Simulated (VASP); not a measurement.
Band structure of GaAs (zinc blende). Computed with optB86b-vdW, VASP's PBE PAW potentials (set 64) (plane waves; VASP).

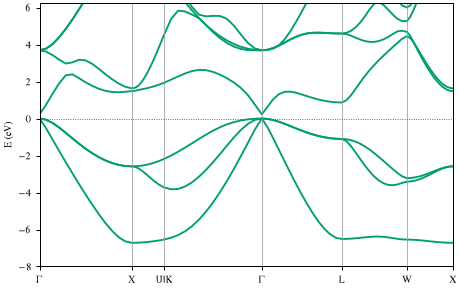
Bands along high-symmetry lines, zero at the valence-band maximum or, without a gap, the Fermi level

**Question.** Read the plot: is there a gap, and where are the band edges?

**Answer.** The gap is direct, 0.23 eV, from the valence maximum at Γ to the conduction minimum at Γ. (Edges off the drawn lines would not show.)

Measured: gap 1.57 eV (computed value off by -1.34 eV), as given by Wei Chen et al., Physical Review Materials (2018), doi:10.1103/physrevmaterials.2.073803 [zero-point renormalisation of 0.05 eV added back (the table's ZPR column)].

The compound is GaAs in the zinc blende structure. It was relaxed first.
